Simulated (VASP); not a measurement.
Band structure of CeMg (space group P-3m1). All values below come from PBEsol GGA, VASP's PBE PAW potentials (set 64) (plane waves; VASP).

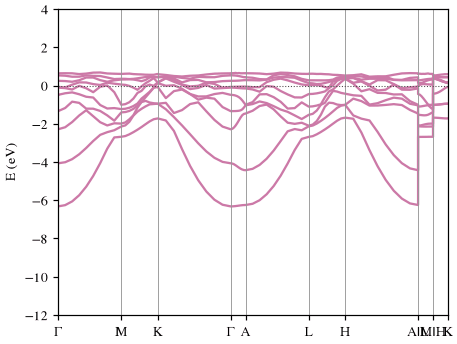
Figure: Bands along high-symmetry lines, zero at the valence-band maximum or, without a gap, the Fermi level

Question: Read the plot: is there a gap, and where are the band edges?

Answer: It has no gap at this level: it comes out as a metal or semimetal. (Edges off the drawn lines would not show.)

The structure comes from a computed database's CeMg entry (P-3m1); how it stands against other phases isn't given here. It was relaxed first, which changed the volume by -6 %. The run is not spin-polarised, so no magnetic state was tried.
